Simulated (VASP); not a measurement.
Band structure of Ir3W (space group P6_3/mmc). Computed with PBEsol GGA, VASP's PBE PAW potentials (set 64) (plane waves; VASP).

Unless said otherwise, spin-orbit coupling is left out, though it shifts the bands of the heavy elements here.

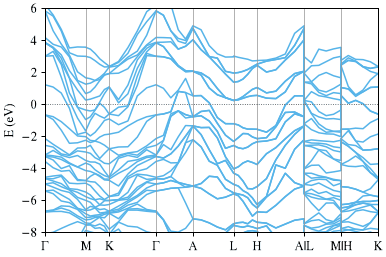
Bands along high-symmetry lines, zero at the valence-band maximum or, without a gap, the Fermi level

### Question
Read the plot: is there a gap, and where are the band edges?

### Answer
It has no gap at this level: it comes out as a metal or semimetal.

The structure comes from a measured Ir3W entry of the Crystallography Open Database, whose conditions weren't checked. The cell was not relaxed at this level.
